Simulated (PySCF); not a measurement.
Molecule: SMILES C[Si](C)(C)Cl (C3H9ClSi). Atoms near the plane z = 0.0 Å, at the PBE0/def2-SVP optimised geometry (x, y, z in Å): Si2 (-0.2, -1.2, 0.0), C4 (-0.8, 0.6, 0.0), Cl5 (1.9, -1.2, 0.0), H12 (-1.9, 0.7, 0.0), H13 (-0.4, 1.2, -0.9), H14 (-0.4, 1.2, 0.9).

Computed with PySCF with PBE0/def2-TZVP. Cells within 0.4 Å of a nucleus heavier than hydrogen are left out (blank, or x). The values are rescaled to run from 0 to 1.

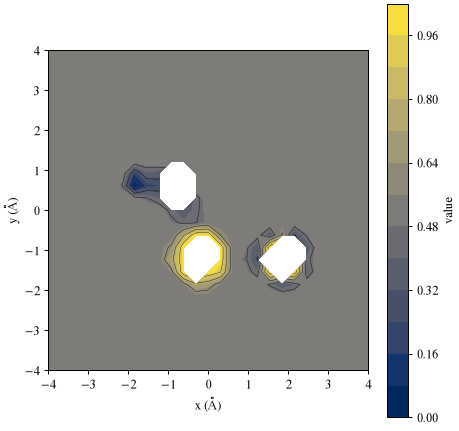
Figure: a field on the plane z = 0.0 Å.

Task: Which quantity is mapped?
(A) Laplacian of the electron density
(B) electrostatic potential
(C) an orbital amplitude
(D) log10 of the electron density

Result: A, Laplacian of the electron density. In full: Laplacian of the electron density (e/bohr⁵), clipped to [-1.50, 1.50].
